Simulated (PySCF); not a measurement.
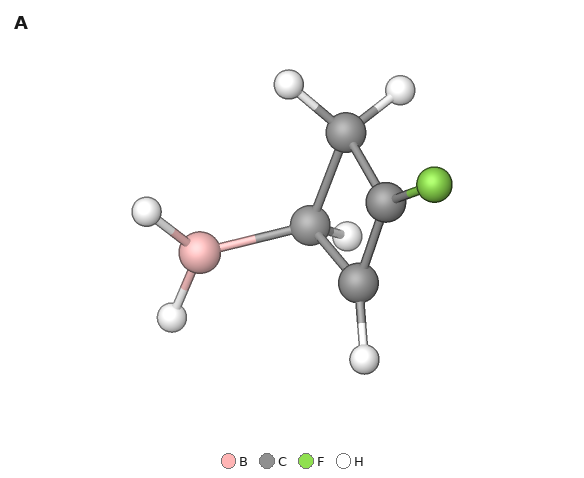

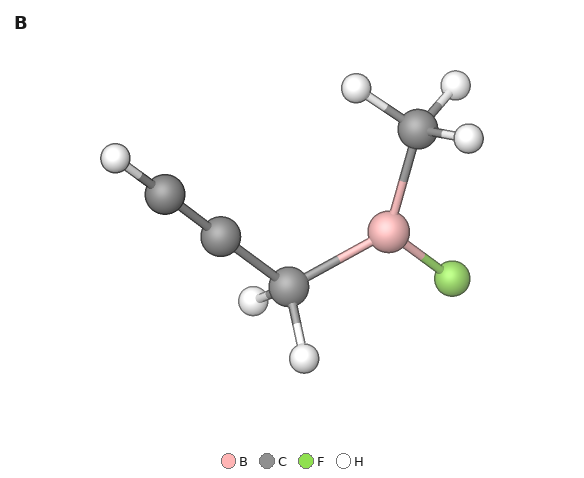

2 stationary structures of one formula. Geometries: GFN2-xTB. Electronic energies: PBE0/pcSseg-1 (PySCF 2.14.0), without zero-point energy. No frequency run is at hand to confirm each as a minimum. Each is one conformer, not always the lowest.

**Are they conformers, stereoisomers or constitutional isomers?**

They are constitutional isomers of C4H6BF: A `B[C@@H]1C=C(F)C1`, B `C#CCB(C)F`.

**Which structure is the most stable?**

B is lowest; A lies 57.0 kcal/mol above it.

The geometry is semi-empirical. Around B such bond lengths and angles can be off by a tenth of an ångström or more and by several degrees, and values that hang on the shape move with them.
